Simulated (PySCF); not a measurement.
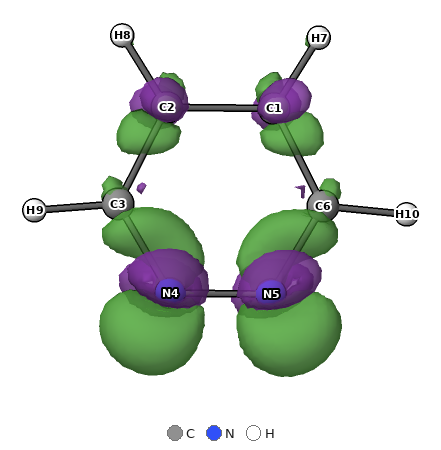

Figure. C₄H₄N₂, SMILES `c1ccnnc1`. Dual descriptor f⁺ − f⁻ at ±0.05 e/Å³ (purple positive, green negative).

Level of theory: LDA (SVWN)/6-311+G** (PySCF), at a geometry from GFN2-xTB. This is a single-reference result, which may miss multireference character in this system. No frequency check shows the geometry to be a minimum.

Input

```python
import numpy as np
from pyscf import gto, scf, dft
from pyscf.scf import atom_ks, atom_hf
from scipy.linalg import block_diag

def solve(mol, dm0=None, hcore=None):
    mf = (dft.UKS if mol.spin else dft.RKS)(mol, xc='svwn')
    mf.grids.level = 3
    mf = mf.density_fit(auxbasis='def2-universal-jkfit')
    mf.conv_tol, mf.max_cycle = 1e-8, 80
    if hcore is not None:
        mf.get_hcore = lambda *args: hcore
    mf.kernel(dm0)
    if not mf.converged:
        mf = mf.newton().run(mf.mo_coeff, mf.mo_occ, max_cycle=30)
    assert mf.converged, 'SCF not converged'
    return mf

mol = gto.M(atom='''
C      0.69030     1.17017     0.00000
C     -0.69030     1.17017     0.00000
C     -1.31735    -0.07533     0.00000
N     -0.64929    -1.21206     0.00000
N      0.64929    -1.21206     0.00000
C      1.31735    -0.07533     0.00000
H      1.26333     2.08527     0.00000
H     -1.26333     2.08527     0.00000
H     -2.39425    -0.16986     0.00000
H      2.39425    -0.16986     0.00000
''', basis='6-311+g**', charge=0, spin=0, verbose=4)
mf = solve(mol)
out = dict(e0=mf.e_tot, dm0=mf.make_rdm1(), c=mf.mo_coeff, occ=mf.mo_occ, eps=mf.mo_energy)
for name, dq, spin in [('cation', 1, 1), ('anion', -1, 1)]:
    ion = mol.copy().set(charge=mol.charge + dq, spin=spin).build()
    mi = solve(ion)
    if spin and dq > 0 and mol.nao < 130:
        c, _, stable, _ = mi.stability(return_status=True)
        if not stable:
            mi = solve(ion, mi.make_rdm1(c, mi.mo_occ))
    print(name, 'vertical energy change / eV', (mi.e_tot - mf.e_tot) * 27.211386)
    out.update({'e_' + name: mi.e_tot, 'dm_' + name: mi.make_rdm1(), 's2_' + name: mi.spin_square()[0], 'eps_' + name: mi.mo_energy, 'occ_' + name: mi.mo_occ})
# spherically averaged free atoms, for the promolecule
atm = atom_ks.get_atm_nrks(mol, xc='svwn')
pro = block_diag(*[(atm[a[0]][2] * atm[a[0]][3]) @ atm[a[0]][2].T for a in mol._atom])
np.savez('result.npz', pro=pro, **out)
```

Run with:

```sh
OMP_NUM_THREADS=1 python input.py
```

The run took 36 s on 1 thread of Intel(R) Xeon(R) 6975P-C (Granite Rapids), with other jobs on the host, peak memory 0.41 GiB.

Partitions, critical points and surface values were worked out afterwards from this run's density.

Which atoms come out as electrophilic, and which as nucleophilic?

Answer. Electrophilic (positive): C1 and C2 (+0.06). Nucleophilic (negative): N4 and N5 (−0.07). f⁻ (Hirshfeld-condensed) is largest on N4 and N5 (0.21 each); the vertical ionisation energy is 8.77 eV (the stability of the cation's solution wasn't checked). f⁺ (Hirshfeld-condensed) is largest on N4 and N5 (0.14 each), C1 and C2 (0.14 each) and C3 and C6 (0.08 each); the vertical electron affinity is −0.20 eV (the stability of the anion's solution wasn't checked; negative: at this level and geometry the extra electron isn't bound, and the finite basis holds it).
